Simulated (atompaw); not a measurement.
Atompaw 4.2.0.5 input:

```
Zn 30
GGA-PBE scalarrelativistic loggrid 1500 logderivrange -3 5 201
4 4 3 0 0 0
4 0 1
4 1 1
0 0 0
c
c
c
v
c
c
v
v
2
3.00 2.95 2.15 2.85
y
2.5
n
y
5.15
n
y
-0.55
n
custom rrkj gramschmidtortho sinc
3 1 troulliermartins
2.05
3.00
3.00
3.00
1.15
1.15
```

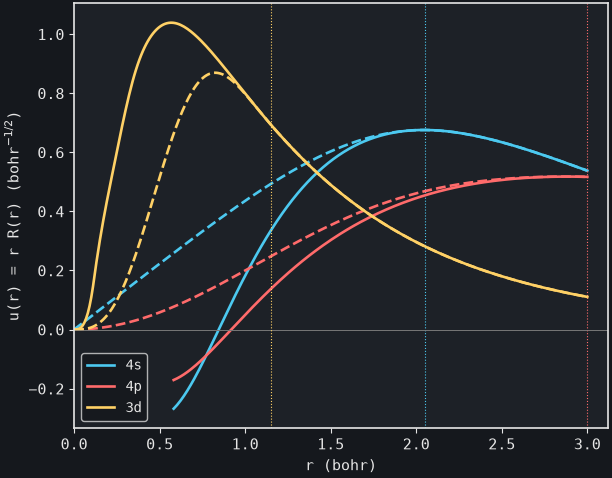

All-electron valence functions (solid) with their pseudo partners (dashed). Dotted lines mark the matching radii. The all-electron curves start outside the innermost oscillations, which aren't drawn.

Pseudo-waves: 4s has no node; 4p has no node; 3d has no node.

- Cutoffs needed: 110 Ry and 180 Ry (the cutoffs, on a coarse ladder, from which the occupation-weighted sum of valence levels, in a spherical-Bessel basis at the reference potential, stays within 10 and 1 mRy of its value at 400 Ry)
- Ghost test: ghost state below the valence levels: s at -214.9 eV (spherical-Bessel basis up to 400 Ry, 20 bohr box)
- Lowest eigenvalue of the overlap operator: 0.044 (s channel)
- Overlap eigenvalues printed by atompaw (projector basis): 0.0295, 0.109, 1.04, 3.29, 7.6, 9.85
- Share of each valence orbital outside the PAW sphere: 4s 28 %, 4p 64 %, 3d 1 %
